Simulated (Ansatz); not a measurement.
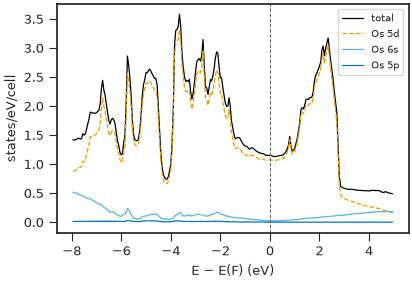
Fig. 1. Total and projected density of states of Os (hcp (Mg type), P6_3/mmc), plane-wave PAW r²SCAN (Ansatz code)

Which orbitals carry the states next to the Fermi level?

Within 0.5 eV of the Fermi level: Os 5d 93 %. Projections are on Löwdin-orthogonalised atomic valence shells; empty p or d shells of many metals are not among them.

Where is the tallest occupied peak in this window, and what makes it?

Near -3.6 eV, about 3.6 states/eV per cell; the largest projected share is Os 5d.

The r²SCAN relaxation kept the symmetry of its start. No spin polarisation was allowed. Scalar-relativistic: spin–orbit coupling is off unless named, which matters more the heavier the elements.

Potentials: the later of the program's two PAW sets.
